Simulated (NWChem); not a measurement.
# UCAM-B3LYP-D3(BJ)/pc-2 (esp esp) run of AlHF (SMILES [F][AlH])

Aim: the vertical doublet–quartet gap of AlHF at UCAM-B3LYP-D3(BJ)/pc-2 (esp esp), from 2 runs. 

The results are computed with NWChem 7.3.0.

1 further run of the same task is left out (set aside as unsound or not needed).

### 1 The structure to begin with

The species is AlHF (3 atoms), meant as a doublet with charge 0. SMILES: `[F][AlH]`. Geometry: relaxed at PBE0-D4/def2-TZVP.

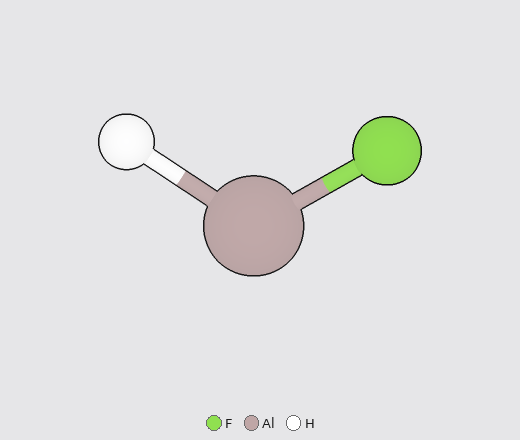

Viewed from a chosen angle; fluorine green, aluminium light grey, hydrogen white.

### 2 A single-point energy at UCAM-B3LYP-D3(BJ)/pc-2 (esp esp)

mymol.nw

```
start mymol
title "AlFH CAM-B3LYP"
memory 2200 mb
charge 0

geometry units bohr noautoz
  F      1.71417057     1.68790337     1.10662362
  Al    -0.81730655     0.60093291    -0.37700036
  H     -0.91727306    -2.41147951    -0.75456764
end

basis spherical
  * library pc-2
end

dft
  xc xcamb88 1.00 lyp 0.81 vwn_5 0.19 hfexch 1.00
  cam 0.33 cam_alpha 0.19 cam_beta 0.46
  mult 2
  disp vdw 4
  grid coarse
  direct
  maxiter 150
  noprint "final vectors analysis"
end

esp
  recalculate
end

task dft energy
task esp
```

The run is started by

```console
$ nwchem mymol.nw > mymol.out
```

The program printed:

```text
[...]
 Group name             Cs
[...]
 **** WARNING Zero Coefficient **** on atom "               F"
 angular momentum value: 0  standard basis set name: "pc-2"
 input line that generated warning:
   216:       0.191270E+05           0.522500E-03           0.000000E+00
[...]
          Wavefunction type:  spin polarized.
          No. of atoms     :     3
          No. of electrons :    23
[...]
          Charge           :     0
          Spin multiplicity:     2
[...]
          AO basis - number of functions:    78
[...]
              XC Information
              --------------
                     Hartree-Fock (Exact) Exchange  1.000
                   CAM-Becke88 Exchange Functional  1.000
                      VWN V Correlation Functional  0.190 local
              Lee-Yang-Parr Correlation Functional  0.810
[...]
 d= 0,ls=0.0,diis     1   -342.8625129268 -3.86D+02  6.41D-03  1.82D-01     2.9
[...]
 d= 0,ls=0.0,diis     8   -342.9381896212 -3.06D-07  7.92D-06  4.41D-08    20.9
[...]
         Total DFT energy =     -342.938189621208
      One electron energy =     -563.978641839548
           Coulomb energy =      207.147561720679
    Exchange-Corr. energy =      -29.503362314590
 Nuclear repulsion energy =       43.396946504243
    Dispersion correction =       -0.000693691991
[...]
      <S2> =      0.7539 (Exact =     0.7500)
[...]
 **** WARNING Zero Coefficient **** on atom "              Al"
 angular momentum value: 1  standard basis set name: "pc-2"
 input line that generated warning:
   356:       0.579710E+03           0.105610E-02           0.000000E+00
 **** WARNING Zero Coefficient **** on atom "              Al"
 angular momentum value: 1  standard basis set name: "pc-2"
 input line that generated warning:
   363:       0.397710E+00           0.000000E+00           0.176500E+00
[...]
 Dipole moment                                  0.885268
 Quadrupole moment Qxx                          0.811070
                   Qyy                         -3.215326
                   Qzz                          2.404255
[...]
```

Run time: 23 s. Hardware: 1 thread of AMD EPYC 7B13 (Zen 3), shared host; peak memory 0.11 GiB.

### 3 The quartet at the same level

alfh.xyz

```xyz
3

F      0.907100     0.893200     0.585600
Al    -0.432500     0.318000    -0.199500
H     -0.485400    -1.276100    -0.399300
```

alfh.nw

```
echo
start alfh
memory stack 880 mb heap 220 mb global 1100 mb
charge 0

geometry units angstroms noautosym nocenter noautoz
 load alfh.xyz
end

basis spherical
 * library pc-2
end

dft
 xc xcamb88 1.00 lyp 0.81 vwn_5 0.19 hfexch 1.00
 cam 0.33 cam_alpha 0.19 cam_beta 0.46
 mult 4
 disp vdw 4
 grid coarse
 direct
 iterations 150
 noprint "final vectors analysis"
end

esp
 recalculate
end

task dft
task esp
```

The run is started by

```console
$ nwchem alfh.nw > alfh.out
```

The program printed:

```text
[...]
 **** WARNING Zero Coefficient **** on atom "               F"
 angular momentum value: 0  standard basis set name: "pc-2"
 input line that generated warning:
   216:       0.191270E+05           0.522500E-03           0.000000E+00
[...]
          Wavefunction type:  spin polarized.
          No. of atoms     :     3
          No. of electrons :    23
[...]
          Charge           :     0
          Spin multiplicity:     4
[...]
          AO basis - number of functions:    78
[...]
              XC Information
              --------------
                     Hartree-Fock (Exact) Exchange  1.000
                   CAM-Becke88 Exchange Functional  1.000
                      VWN V Correlation Functional  0.190 local
              Lee-Yang-Parr Correlation Functional  0.810
[...]
 d= 0,ls=0.0,diis     1   -342.6014040512 -3.86D+02  8.72D-03  2.07D-01     3.1
[...]
 d= 0,ls=0.0,diis    11   -342.7094060483 -5.01D-07  4.70D-06  5.38D-09    28.3
[...]
         Total DFT energy =     -342.709406048293
      One electron energy =     -563.310214210056
           Coulomb energy =      206.671423681885
    Exchange-Corr. energy =      -29.466871465135
 Nuclear repulsion energy =       43.396949637004
    Dispersion correction =       -0.000693691991
[...]
      <S2> =      3.7522 (Exact =     3.7500)
[...]
 **** WARNING Zero Coefficient **** on atom "              Al"
 angular momentum value: 1  standard basis set name: "pc-2"
 input line that generated warning:
   356:       0.579710E+03           0.105610E-02           0.000000E+00
 **** WARNING Zero Coefficient **** on atom "              Al"
 angular momentum value: 1  standard basis set name: "pc-2"
 input line that generated warning:
   363:       0.397710E+00           0.000000E+00           0.176500E+00
[...]
 Dipole moment                                  1.311422
 Quadrupole moment Qxx                         -0.655742
                   Qyy                          0.434179
                   Qzz                          0.221562
[...]
```

It took 30 s on 1 thread of AMD EPYC 7B13 (Zen 3), shared host; peak memory 0.11 GiB.

### 4 What came out

Level: UCAM-B3LYP-D3(BJ)/pc-2 (esp esp).

| quantity | value |
| --- | --- |
| doublet: total energy | -342.93819 Eh |
| doublet: dipole moment | 1.86 D |
| doublet: dispersion energy | -1.82 kJ/mol |
| doublet: ⟨S²⟩ | 0.754 |
| quartet: total energy | -342.70941 Eh |
| quartet: dipole moment | 3.19 D |
| quartet: dispersion energy | -1.82 kJ/mol |
| quartet: ⟨S²⟩ | 3.752 |
| vertical energy of the quartet above the doublet | 6.226 eV |

At this shape the quartet lies 6.23 eV (144 kcal/mol) above the doublet.
